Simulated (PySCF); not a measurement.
**CH8AsBSi, SMILES `[SiH3]CB[AsH2]`: what the electrons do**

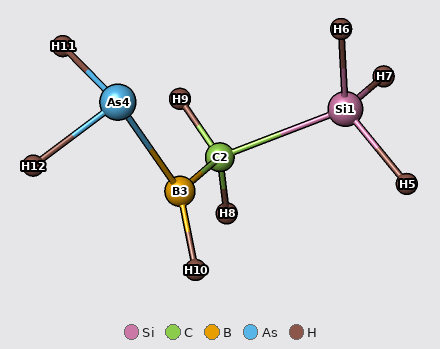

The molecule, with its atoms numbered as below. No frequency check shows the geometry to be a minimum.

Cartesian coordinates (Å):

```
Si1      2.4454    0.4662    0.0633
C2       1.3270   -1.0220   -0.3916
B3       0.0586   -0.9302    0.4913
As4     -1.5096    0.2132   -0.0039
H5       2.8258    0.4069    1.4773
H6       1.7348    1.7234   -0.2035
H7       3.6489    0.3870   -0.7709
H8       1.9212   -1.9224   -0.2295
H9       1.1371   -0.9387   -1.4641
H10      0.0747   -1.4374    1.5545
H11     -1.5017   -0.1217   -1.4717
H12     -2.5151   -0.8756    0.2445
```

Part 1: Bonding charge

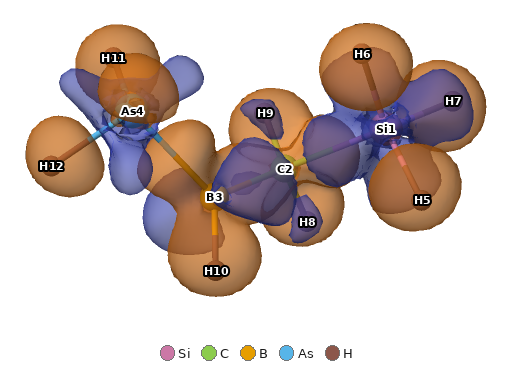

Deformation density (molecule less spherical, spin-averaged free atoms at the same positions), surfaces at ±0.05 e/Å³; orange: gain, blue: loss.

Computed with PySCF, PBE/def2-SVPD, geometry: GFN2-xTB.

Question: How much density has each bond gained at its critical point, relative to the free atoms?

Answer: The five largest and four smallest: C2–H8: +0.59 e/Å³ at the bond critical point (bond length 1.09 Å). C2–H9: +0.59 e/Å³ at the bond critical point (bond length 1.09 Å). B3–H10: +0.45 e/Å³ at the bond critical point (bond length 1.18 Å). C2–B3: +0.41 e/Å³ at the bond critical point (bond length 1.55 Å). B3–As4: +0.27 e/Å³ at the bond critical point (bond length 2.00 Å). Si1–H5: +0.17 e/Å³ at the bond critical point (bond length 1.47 Å). Si1–H6: +0.17 e/Å³ at the bond critical point (bond length 1.47 Å). Si1–H7: +0.17 e/Å³ at the bond critical point (bond length 1.47 Å). Si1–C2: +0.10 e/Å³ at the bond critical point (bond length 1.92 Å); up to 0.6 Å beside the axis the gain reaches +0.25 e/Å³. In all, 2.5 electrons gather in the regions of gain relative to the promolecule. A small or negative value marks a very polar bond, one between electron-rich atoms, whose free-atom densities already overlap strongly, a long bond to a heavier atom, or a closed-shell contact such as a hydrogen bond.

Question: Where do the Hirshfeld charges lie?

Answer: The highest Hirshfeld charge is on Si1 (+0.31 e), the lowest on C2 (−0.20 e).

```csv
atom,charge (e)
Si1,+0.31
C2,−0.20
B3,+0.07
As4,+0.06
H5,−0.07
H6,−0.07
H7,−0.07
H8,+0.05
H9,+0.04
H10,−0.06
H11,−0.03
H12,−0.02
```

Part 2: Local ionisation energy

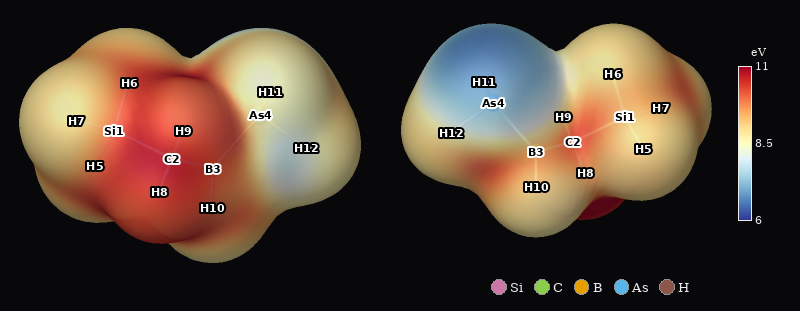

Average local ionisation energy on the surface of electron density 0.001 a.u. (back view left, front view right).

Question: Locate the minima of the map.

Answer: The lowest value is 6.5 eV, 2.4 Å from As4. Further minima include 7.8 eV, near H11 (1.97 Å) and H12 (2.12 Å), over As4 (2.5 Å); 8.7 eV, 1.5 Å from H10; 8.9 eV, 1.5 Å from H7. For comparison, the highest occupied orbital lies at −6.2 eV.

Question: What volume does the surface enclose, and what is the dipole moment?

Answer: About 150 Å³; the dipole moment is 1.2 D.

Part 3: Excited states

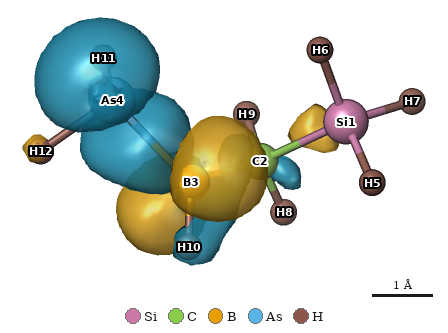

Unrelaxed difference density of S₁ less the ground state (TDA singlet states), ±0.03 e/Å³; yellow: gain, teal: loss.

Computed with PySCF, PBE0/cc-pVDZ, geometry: GFN2-xTB. Without diffuse functions Rydberg states are missing, so the states' numbers hold for this basis only.

Question: How does the charge move on excitation?

Answer: 0.72 e is displaced in all, of which about 0.5 e passes between atoms: As4 (0.45 e) loses electrons and B3 (0.30 e) and Si1 (0.07 e) gain them. The state: 4.64 eV (267 nm), f = 0.073; the leading pair carries 99 %; hole on As4 (58 %), B3 (20 %) and C2 (7 %), electron on B3 (49 %), As4 (13 %) and Si1 (9 %); their centroids lie 1.3 Å apart.

Part 4: Removing or adding an electron

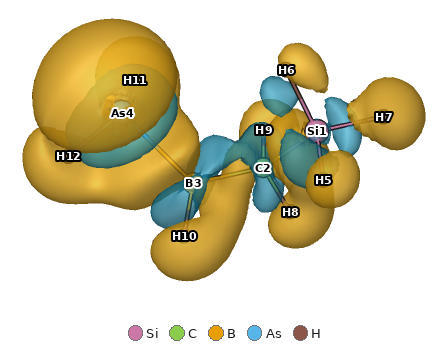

Fukui function f⁻ = ρ(N) − ρ(N−1) at fixed geometry, surfaces at ±0.01 e/Å³ (yellow positive, teal negative).

Method: B3LYP/def2-SVPD; geometry: GFN2-xTB; program: PySCF.

Question: On which atoms does the density change most on removal of an electron?

Answer: f⁻ (Hirshfeld-condensed) is largest on As4 (0.43); the vertical ionisation energy is 9.28 eV (the stability of the cation's solution wasn't checked). Condensed values hint at sites of electrophilic attack but needn't mark the atom that reacts. Orbital relaxation makes it negative in places (0.20 e in all).

```csv
atom,f⁻,charge
Si1,+0.06,+0.35
C2,+0.05,−0.21
B3,+0.09,+0.09
As4,+0.43,+0.07
H5,+0.03,−0.08
H6,+0.01,−0.08
H7,+0.05,−0.08
H8,+0.04,+0.04
H9,+0.03,+0.04
H10,+0.06,−0.07
H11,+0.08,−0.04
H12,+0.08,−0.03
```

Part 5: Localised orbitals

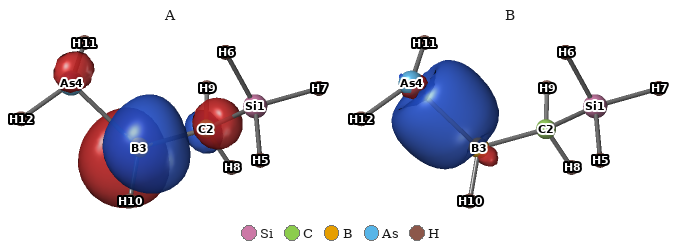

Intrinsic bond orbitals (IBO), occupied and valence-virtual; each surface holds about 70 % of the orbital's density. Energies are diagonal elements of the Fock matrix.

Computed with PySCF, B3LYP/def2-SVPD, geometry: GFN2-xTB.

Question: Name the orbitals, with their atomic make-up and energies.

Answer: By panel:
- A: empty orbital mainly on B3 (B3 87 %, C2 5 %, As4 5 %; −0.3 eV)
- B: σ bond As4–B3 (As4 53 %, B3 46 %; −11.5 eV)
